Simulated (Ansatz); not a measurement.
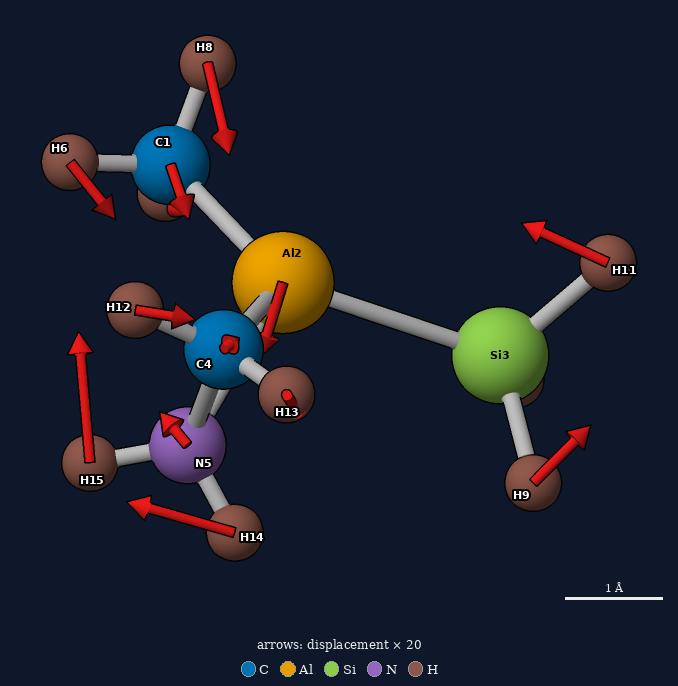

This is a relaxation of C$_{2}$H$_{10}$AlNSi. The starting structure is drawn; red arrows show the displacements, 20 times their true length. The two geometries are superimposed by the best rigid fit.

Style: ball-and-stick. Shown from a free direction.

The start comes from PBE-D4/def2-SVP.

These are results of Ansatz 0.2.0, RKS PBE0-D4/def2-TZVP, not measurements. (force threshold 0.005 eV/Å; at most 150 steps)

Q: Atoms of which element are displaced furthest, and by how much?

A: Hydrogen: up to 0.069 Å, against 0.041 Å for aluminium.

Q: Describe the change and its energy.

A: After 9 accepted moves (10 points after the start) the energy has fallen by 1.38 kcal/mol. Largest force component: 0.57 eV/Å at the start, 0.0014 eV/Å at the end. The line search rejected the trial step at point 9 of the run. The atom that moves furthest after the best rigid fit is an H atom (0.069 Å). Largest moves by element: H 0.069 Å, Al 0.041 Å, C 0.031 Å, N 0.024 Å, Si 0.002 Å. Near-neighbour distances that change, for instance: Al–N 2.051 → 2.006 Å, Al–C 1.980 → 1.956 Å, H–Si 1.518 → 1.498 Å, C–H 1.105 → 1.087 Å. The run took 22 s on 4 threads of AMD EPYC 9R45 96-Core, on a shared host.
